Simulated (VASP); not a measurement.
# FeGe: the relaxed cell at several levels

Which functional gives the lattice of FeGe as experiment finds it, and is a dearer one worth its cost? The levels: LDA, PBEsol, PBE, r2SCAN, PBE + D3(BJ), r2SCAN + rVV10, BLYP + D3(BJ) and RPBE. The start is a cell from a database of measured crystal structures.

Method: LDA, spin-polarised from a ferromagnetic start; plane waves and PAW (Fe, Ge_d), in the first sound run; inputs show where later runs differ, in VASP 6.6.1.

Experimental background.

For FeGe, cubic B20 (bulk, quoted from earlier work, 290 K), “Chiral magnetic excitations in FeGe films” (2016, arxiv:1608.03582) quotes earlier work: lattice constant a (bulk cubic lattice constant) 4.701 Å [Literature value cited for bulk FeGe].

### Step 1. The starting structure

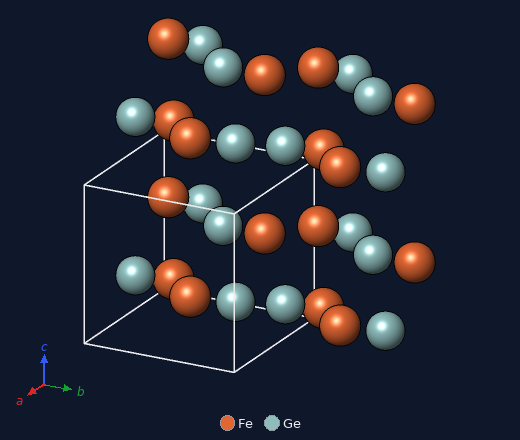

Start, viewed from a free direction; iron orange, germanium teal. 1×2×2 cells are drawn.

Coordinates:

```xyz
8
Lattice="4.6890 0.0000 0.0000 0.0000 4.6890 0.0000 0.0000 0.0000 4.6890" Properties=species:S:1:pos:R:3 pbc="T T T"
Fe    0.6330    0.6330    0.6330
Fe    1.7115    4.0560    2.9775
Fe    2.9775    1.7115    4.0560
Fe    4.0560    2.9775    1.7115
Ge    3.9481    3.9481    3.9481
Ge    3.0854    0.7409    1.6036
Ge    1.6036    3.0854    0.7409
Ge    0.7409    1.6036    3.0854
```

### Step 2. Relaxation with LDA

Properties are meant for the cell that this level of theory prefers, so cell and atoms are relaxed first (ISIF = 3) until forces and stress are small; EDIFFG sets the threshold. LDA, the lowest rung, knows the local density alone.

Input file INCAR:

```
SYSTEM = FeGe
PREC = Accurate
ENCUT = 520
EDIFF = 1E-06
NELM = 100
ISMEAR = -1
SIGMA = 0.05
LREAL = .FALSE.
ALGO = Normal
GGA = CA
NBANDS = 65
ISPIN = 2
MAGMOM = 3 3 3 3 0 0 0 0
LASPH = .TRUE.
LMAXMIX = 4
LORBIT = 11
LWAVE = .FALSE.
LCHARG = .FALSE.
KPAR = 8
IBRION = 2
NSW = 60
ISIF = 3
EDIFFG = -0.01
```

Input file POSCAR:

```
FeGe
1.0
    4.6890000000      0.0000000000      0.0000000000
    0.0000000000      4.6890000000      0.0000000000
    0.0000000000      0.0000000000      4.6890000000
Fe Ge
4 4
Direct
    0.1350000000      0.1350000000      0.1350000000
    0.3650000000      0.8650000000      0.6350000000
    0.6350000000      0.3650000000      0.8650000000
    0.8650000000      0.6350000000      0.3650000000
    0.8420000000      0.8420000000      0.8420000000
    0.6580000000      0.1580000000      0.3420000000
    0.3420000000      0.6580000000      0.1580000000
    0.1580000000      0.3420000000      0.6580000000
```

Input file KPOINTS:

```
Automatic mesh
0
Gamma
5 5 5
0 0 0
```

The projector-augmented-wave data sets are Fe and Ge_d (PBE family, release 64).

The run is started by

```console
mpirun -np 8 vasp_std
```

The log of the run:

```text
[banner, memory and clock lines left out]
running    8 mpi-ranks, on    1 nodes
 distrk:  each k-point on    1 cores,    8 groups
 distr:  one band on    1 cores,    1 groups

 POSCAR found type information on POSCAR FeGe
 POSCAR found :  2 types and       8 ions
|                                                                             |
|           W    W    AA    RRRRR   N    N  II  N    N   GGGG   !!!           |
|           W    W   A  A   R    R  NN   N  II  NN   N  G    G  !!!           |
|           W    W  A    A  R    R  N N  N  II  N N  N  G       !!!           |
|           W WW W  AAAAAA  RRRRR   N  N N  II  N  N N  G  GGG   !            |
|           WW  WW  A    A  R   R   N   NN  II  N   NN  G    G                |
|           W    W  A    A  R    R  N    N  II  N    N   GGGG   !!!           |
|                                                                             |
|     For optimal performance we recommend to set                             |
|       NCORE = 2 up to number-of-cores-per-socket                            |
|     NCORE specifies how many cores store one orbital (NPAR=cpu/NCORE).      |
|     This setting can greatly improve the performance of VASP for DFT.       |
|     The default, NCORE=1 might be grossly inefficient on modern             |
|     multi-core architectures or massively parallel machines. Do your        |
|     Unfortunately you need to use the default for GW and RPA                |
|     calculations (for HF NCORE is supported but not extensively tested      |
|     yet).                                                                   |
|                                                                             |

|                                                                             |
|               ----> ADVICE to this user running VASP <----                  |
|                                                                             |
|     You enforced a specific xc type in the INCAR file but a different       |
|     [... a line on the potential file left out ...]
|     I HOPE YOU KNOW WHAT YOU ARE DOING!                                     |
|                                                                             |

 LDA part: xc-table for (Slater(with rela. corr.)+CA(PZ))
 , standard interpolation
 POSCAR, INCAR and KPOINTS ok, starting setup
 FFT: planning ... GRIDC
 FFT: planning ... GRID_SOFT
 FFT: planning ... GRID
 WAVECAR not read
 entering main loop
       N       E                     dE             d eps       ncg     rms          rms(c)
DAV:   1     0.970915679823E+03    0.97092E+03   -0.34089E+04  3613   0.360E+03
DAV:   2     0.149787649342E+03   -0.82113E+03   -0.75606E+03  2860   0.863E+02
DAV:   3    -0.472462339833E+02   -0.19703E+03   -0.18436E+03  2869   0.242E+02
DAV:   4    -0.645179883419E+02   -0.17272E+02   -0.16936E+02  3172   0.821E+01
DAV:   5    -0.649121783470E+02   -0.39419E+00   -0.39324E+00  3146   0.144E+01    0.275E+01
DAV:   6    -0.706822914182E+02   -0.57701E+01   -0.49297E+01  3524   0.701E+01    0.320E+01
DAV:   7    -0.596734016101E+02    0.11009E+02   -0.34020E+01  3270   0.550E+01    0.550E+00
DAV:   8    -0.596649707804E+02    0.84308E-02   -0.20493E+00  3264   0.640E+00    0.279E+00
DAV:   9    -0.595957213743E+02    0.69249E-01   -0.10331E-01  3665   0.253E+00    0.141E+00
DAV:  10    -0.595844046568E+02    0.11317E-01   -0.17175E-02  3382   0.905E-01    0.393E-01
DAV:  11    -0.595833606921E+02    0.10440E-02   -0.27344E-03  3370   0.416E-01    0.126E-01
DAV:  12    -0.595832648492E+02    0.95843E-04   -0.41372E-04  3848   0.136E-01    0.789E-02
DAV:  13    -0.595832459576E+02    0.18892E-04   -0.40805E-05  3152   0.452E-02    0.287E-02
DAV:  14    -0.595832455795E+02    0.37810E-06   -0.64347E-06  2840   0.196E-02
   1 F= -.59583246E+02 E0= -.59551886E+02  d E =-.595832E+02  mag=     4.0032
 curvature:   0.00 expect dE= 0.000E+00 dE for cont linesearch  0.000E+00
 trial: gam= 0.00000 g(F)=  0.125E-01 g(S)=  0.160E+01 ort = 0.000E+00 (trialstep = 0.100E+01)
 search vector abs. value=  0.161E+01
 bond charge predicted
       N       E                     dE             d eps       ncg     rms          rms(c)
DAV:   1    -0.876371057098E+02   -0.28054E+02   -0.33517E+02  3363   0.182E+02    0.426E+01
DAV:   2    -0.707750841362E+02    0.16862E+02   -0.61334E+01  3370   0.113E+02    0.232E+01
DAV:   3    -0.634238422754E+02    0.73512E+01   -0.31520E+01  3422   0.664E+01    0.150E+01
DAV:   4    -0.597491648588E+02    0.36747E+01   -0.55514E+00  3845   0.219E+01    0.495E+00
DAV:   5    -0.595329818788E+02    0.21618E+00   -0.93163E-01  3269   0.889E+00    0.211E+00
DAV:   6    -0.595302683232E+02    0.27136E-02   -0.38443E-02  4090   0.160E+00    0.898E-01
DAV:   7    -0.595301206890E+02    0.14763E-03   -0.33039E-03  3951   0.526E-01    0.351E-01
DAV:   8    -0.595301137102E+02    0.69788E-05   -0.96615E-04  3391   0.261E-01    0.133E-01
DAV:   9    -0.595301565310E+02   -0.42821E-04   -0.71197E-05  3363   0.737E-02    0.587E-02
DAV:  10    -0.595301680760E+02   -0.11545E-04   -0.14133E-05  3451   0.256E-02    0.345E-02
DAV:  11    -0.595301782832E+02   -0.10207E-04   -0.85271E-06  2617   0.277E-02    0.248E-02
DAV:  12    -0.595301834728E+02   -0.51896E-05   -0.64842E-06  3090   0.183E-02    0.143E-02
DAV:  13    -0.595301854849E+02   -0.20120E-05   -0.27881E-06  1918   0.132E-02    0.779E-03
DAV:  14    -0.595301860039E+02   -0.51902E-06   -0.15065E-06  1592   0.819E-03
   2 F= -.59530186E+02 E0= -.59501461E+02  d E =0.530596E-01  mag=     0.0005
[... from here on, the cycles between the ionic steps are left out ...]
   3 F= -.60003936E+02 E0= -.59969024E+02  d E =-.420691E+00  mag=     0.0004
   4 F= -.60006359E+02 E0= -.59971880E+02  d E =-.423113E+00  mag=     0.0003
   5 F= -.60006230E+02 E0= -.59971896E+02  d E =-.422984E+00  mag=     0.0002
   6 F= -.60019862E+02 E0= -.59987148E+02  d E =-.136327E-01  mag=     0.0001
   7 F= -.60020675E+02 E0= -.59988488E+02  d E =-.144454E-01  mag=     0.0001
   8 F= -.60020185E+02 E0= -.59987569E+02  d E =0.489513E-03  mag=     0.0001
   9 F= -.60021973E+02 E0= -.59989603E+02  d E =-.129847E-02  mag=     0.0001
  10 F= -.60021957E+02 E0= -.59989598E+02  d E =-.128178E-02  mag=     0.0000
  11 F= -.60021970E+02 E0= -.59989603E+02  d E =-.129518E-02  mag=     0.0000
  12 F= -.60022015E+02 E0= -.59989696E+02  d E =-.450344E-04  mag=     0.0000
 trial-energy change:   -0.000045  1 .order   -0.000043   -0.000050   -0.000035
 step:   2.8139(harm=  2.8139)  dis= 0.00130  next Energy=   -60.022053 (dE=-0.827E-04)
 bond charge predicted
       N       E                     dE             d eps       ncg     rms          rms(c)
DAV:   1    -0.600220441771E+02   -0.28851E-04   -0.41400E-02  3178   0.765E-01    0.557E-02
DAV:   2    -0.600220726027E+02   -0.28426E-04   -0.68799E-04  3712   0.185E-01    0.370E-02
DAV:   3    -0.600220607660E+02    0.11837E-04   -0.93921E-05  3304   0.101E-01    0.286E-02
DAV:   4    -0.600220494882E+02    0.11278E-04   -0.19792E-05  3380   0.445E-02    0.720E-03
DAV:   5    -0.600220486648E+02    0.82347E-06   -0.26300E-06  2398   0.115E-02
  13 F= -.60022049E+02 E0= -.59989840E+02  d E =-.785177E-04  mag=     0.0000
 curvature:  -1.42 expect dE=-0.315E-05 dE for cont linesearch -0.310E-05
 trial: gam= 0.00000 g(F)=  0.222E-05 g(S)=  0.525E-09 ort =-0.114E-04 (trialstep = 0.125E+01)
 search vector abs. value=  0.222E-05
 reached required accuracy - stopping structural energy minimisation
```

It took 1.7 min on 8 MPI ranks of Intel Xeon 6975P-C (Granite Rapids), shared host; peak memory 2.5 GiB.

Lines that name or quote the potential files are left out of all logs, and their timing lines are given in words.

OUTCAR, selected parts (step 2):

```text
ion  position               nearest neighbor table
   1  0.135  0.135  0.135-   5 2.38   8 2.44   7 2.44   6 2.44   7 2.64   8 2.64   6 2.64   2 2.87
                             4 2.87   2 2.87   4 2.87   3 2.87   3 2.87
   2  0.365  0.865  0.635-   6 2.38   7 2.44   5 2.44   8 2.44   7 2.64   8 2.64   5 2.64   1 2.87
                             3 2.87   1 2.87   3 2.87   4 2.87   4 2.87
   3  0.635  0.365  0.865-   7 2.38   6 2.44   5 2.44   8 2.44   8 2.64   6 2.64   5 2.64   4 2.87
                             2 2.87   2 2.87   4 2.87   1 2.87   1 2.87
   4  0.865  0.635  0.365-   8 2.38   5 2.44   7 2.44   6 2.44   6 2.64   5 2.64   7 2.64   3 2.87
                             1 2.87   1 2.87   3 2.87   2 2.87   2 2.87
   5  0.842  0.842  0.842-   1 2.38   4 2.44   3 2.44   2 2.44   3 2.64   4 2.64   2 2.64   6 2.90
                             7 2.90   8 2.90   6 2.90   8 2.90   7 2.90
   6  0.658  0.158  0.342-   2 2.38   3 2.44   1 2.44   4 2.44   3 2.64   4 2.64   1 2.64   8 2.90
                             5 2.90   5 2.90   7 2.90   7 2.90   8 2.90
   7  0.342  0.658  0.158-   3 2.38   2 2.44   1 2.44   4 2.44   4 2.64   2 2.64   1 2.64   8 2.90
                             5 2.90   8 2.90   6 2.90   6 2.90   5 2.90
   8  0.158  0.342  0.658-   4 2.38   1 2.44   3 2.44   2 2.44   2 2.64   1 2.64   3 2.64   7 2.90
                             5 2.90   7 2.90   5 2.90   6 2.90   6 2.90

  LATTYP: Found a simple cubic cell.
 ALAT       =     4.6890000000

 Subroutine GETGRP returns: Found 12 space group operations
 (whereof  3 operations were pure point group operations)

The static configuration has the point symmetry C_3 .
 The point group associated with its full space group is T   .

 Found     11 irreducible k-points:

   k-points           NKPTS =     11   k-points in BZ     NKDIM =     11   number of bands    NBANDS=     65

   dimension x,y,z NGX =    36 NGY =   36 NGZ =   36
   dimension x,y,z NGXF=    72 NGYF=   72 NGZF=   72

   ENCUT  =  520.0 eV  38.22 Ry    6.18 a.u.   8.72  8.72  8.72*2*pi/ulx,y,z

   NELECT =      88.0000    total number of electrons

 k-points in reciprocal lattice and weights: Automatic mesh
   0.00000000  0.00000000  0.00000000       0.008
   0.20000000  0.00000000  0.00000000       0.048
   0.40000000  0.00000000  0.00000000       0.048
   0.20000000  0.20000000  0.00000000       0.096
   0.40000000  0.20000000  0.00000000       0.096
  -0.20000000  0.40000000  0.00000000       0.096
   0.40000000  0.40000000  0.00000000       0.096
   0.20000000  0.20000000  0.20000000       0.064
   0.40000000  0.20000000  0.20000000       0.192
   0.40000000  0.40000000  0.20000000       0.192
   0.40000000  0.40000000  0.40000000       0.064

 average (electrostatic) potential at core
       1 -39.7635       2 -39.7635       3 -39.7635       4 -39.7635       5 -69.8227
       6 -69.8227       7 -69.8227       8 -69.8227

 E-fermi :   8.6530

 spin component 1
 k-point     1 :       0.0000    0.0000    0.0000
  band No.  band energies     occupation
    ...
     40       8.3854      0.99529
     41       8.3854      0.99529
     42       8.3854      0.99529
     43       8.5523      0.88234
     44       8.5523      0.88234
     45       9.1107      0.00011
     46       9.1107      0.00011
     47       9.1107      0.00011
     48      11.1150      0.00000
     49      11.1150      0.00000
    ...

 k-point     2 :       0.2000    0.0000    0.0000
  band No.  band energies     occupation
    ...
     40       8.0641      0.99999
     41       8.2254      0.99981
     42       8.4721      0.97390
     43       8.5585      0.86887
     44       8.5984      0.74885
     45       8.8886      0.00891
     46       9.0084      0.00082
     47       9.7112      0.00000
     48      10.5200      0.00000
     49      10.7794      0.00000
    ...

 k-point     3 :       0.4000    0.0000    0.0000
  band No.  band energies     occupation
    ...
     40       7.6499      1.00000
     41       8.2149      0.99984
     42       8.3271      0.99853
     43       8.5568      0.87263
     44       8.5933      0.76764
     45       8.7913      0.05928
     46       8.7989      0.05135
     47      10.1384      0.00000
     48      10.3290      0.00000
     49      10.3822      0.00000
    ...

 k-point     4 :       0.2000    0.2000    0.0000
  band No.  band energies     occupation
    ...
     40       8.0471      0.99999
     41       8.0963      0.99999
     42       8.3111      0.99893
     43       8.4975      0.95733
     44       8.5867      0.79029
     45       8.7832      0.06898
     46       9.0715      0.00023
     47       9.7406      0.00000
     48      10.4738      0.00000
     49      10.7298      0.00000
    ...

 k-point     5 :       0.4000    0.2000    0.0000
  band No.  band energies     occupation
    ...
     40       7.6721      1.00000
     41       8.1121      0.99998
     42       8.1382      0.99997
     43       8.4684      0.97568
     44       8.5513      0.88433
     45       8.6998      0.28185
     46       8.8770      0.01122
     47       9.9634      0.00000
     48      10.2519      0.00000
     49      10.8663      0.00000
    ...

 k-point     6 :      -0.2000    0.4000    0.0000
  band No.  band energies     occupation
    ...
     40       7.7028      1.00000
     41       8.0592      0.99999
     42       8.1177      0.99998
     43       8.4858      0.96595
     44       8.5691      0.84280
     45       8.7198      0.20838
     46       8.9094      0.00590
     47      10.0393      0.00000
     48      10.4577      0.00000
     49      10.5925      0.00000
    ...

  Total        0.0001704      0.0001704      0.0001704     -0.0000000      0.0000000     -0.0000000
  in kB        0.0029070      0.0029070      0.0029070     -0.0000000      0.0000000     -0.0000000
  external PRESSURE =       0.0029070 kB  Pullay stress =       0.0000000 kB

  energy-cutoff  :      520.00
  volume of cell :       93.89
      direct lattice vectors                 reciprocal lattice vectors
     4.545115988  0.000000000 -0.000000000     0.220016387 -0.000000000  0.000000000
     0.000000000  4.545115988 -0.000000000    -0.000000000  0.220016387 -0.000000000
    -0.000000000  0.000000000  4.545115988     0.000000000  0.000000000  0.220016387

 POSITION                                       TOTAL-FORCE (eV/Angst)
 -----------------------------------------------------------------------------------
      0.61258      0.61258      0.61258         0.001868      0.001868      0.001868
      1.65998      3.93253      2.88514        -0.001868     -0.001868      0.001868
      2.88514      1.65998      3.93253         0.001868     -0.001868     -0.001868
      3.93253      2.88514      1.65998        -0.001868      0.001868     -0.001868
      3.81230      3.81230      3.81230         0.000589      0.000589      0.000589
      3.00537      0.73282      1.53974        -0.000589     -0.000589      0.000589
      1.53974      3.00537      0.73282         0.000589     -0.000589     -0.000589
      0.73282      1.53974      3.00537        -0.000589      0.000589     -0.000589
 -----------------------------------------------------------------------------------
    total drift:                               -0.000000     -0.000000     -0.000000

  FREE ENERGIE OF THE ION-ELECTRON SYSTEM (eV)
  ---------------------------------------------------
  free  energy   TOTEN  =       -60.0220486648 eV

  energy  without entropy=      -59.9576318097  energy(sigma->0) =      -59.98984024

 reached required accuracy - stopping structural energy minimisation

 total charge
# of ion       s       p       d       tot
------------------------------------------
    1        0.409   0.569   6.594   7.571
    2        0.409   0.569   6.594   7.571
    3        0.409   0.569   6.594   7.571
    4        0.409   0.569   6.594   7.571
    5        1.115   1.323  10.160  12.597
    6        1.115   1.323  10.160  12.597
    7        1.115   1.323  10.160  12.597
    8        1.115   1.323  10.160  12.597
--------------------------------------------------
tot          6.095   7.564  67.013  80.673

 magnetization (x)
# of ion       s       p       d       tot
------------------------------------------
    1        0.000   0.000   0.000   0.000
    2        0.000   0.000   0.000   0.000
    3        0.000   0.000   0.000   0.000
    4        0.000   0.000   0.000   0.000
    5       -0.000  -0.000   0.000  -0.000
    6       -0.000  -0.000   0.000  -0.000
    7       -0.000  -0.000   0.000  -0.000
    8       -0.000  -0.000   0.000  -0.000
--------------------------------------------------
tot         -0.000  -0.000   0.000   0.000

[... 3 further parts left out ...]
```

CONTCAR:

```
FeGe
   1.00000000000000
     4.5451159876185745    0.0000000000000000   -0.0000000000000000
     0.0000000000000000    4.5451159876185745   -0.0000000000000000
    -0.0000000000000000    0.0000000000000000    4.5451159876185745
  Fe              Ge
     4     4
Direct
     0.1347780153645954    0.1347780153645954    0.1347780153645954
     0.3652219846354045    0.8652219846354047    0.6347780153645953
     0.6347780153645953    0.3652219846354045    0.8652219846354047
     0.8652219846354047    0.6347780153645953    0.3652219846354045
     0.8387686124683533    0.8387686124683533    0.8387686124683533
     0.6612313875316467    0.1612313875316469    0.3387686124683531
     0.3387686124683531    0.6612313875316467    0.1612313875316469
     0.1612313875316469    0.3387686124683531    0.6612313875316467
```

The moments of the start collapse, so the state is non-magnetic; other starts or orders were not tried. The gap is read on the k-mesh alone, so it is an upper bound where the band edges lie off the mesh. The PAW data sets were made with PBE, though LDA sets exist; this is a small mismatch. After so large a change of volume the plane waves of the start cell no longer fit, so the final stress carries a basis-set error. The run keeps the 12 symmetry operations of its start, so it cannot find a distortion of lower symmetry.

(Part 1 of 4 ends here.)

[Lines on the potential files, build, host, timing and source positions are cut from VASP's logs without a mark.]

[Logs are printed without paths, hosts, clocks, repeated set-up lines and the standing remarks that a program may print on its own settings, such as how far it seeks lower states.]

[Hosts, paths, dates, database ids (printed as entryN), source tags and the programs' standing remarks are cut or masked in the printed files.]

[Measured values are set beside computed ones only where the two were judged alike; some that the calculation misses by far are left out.]
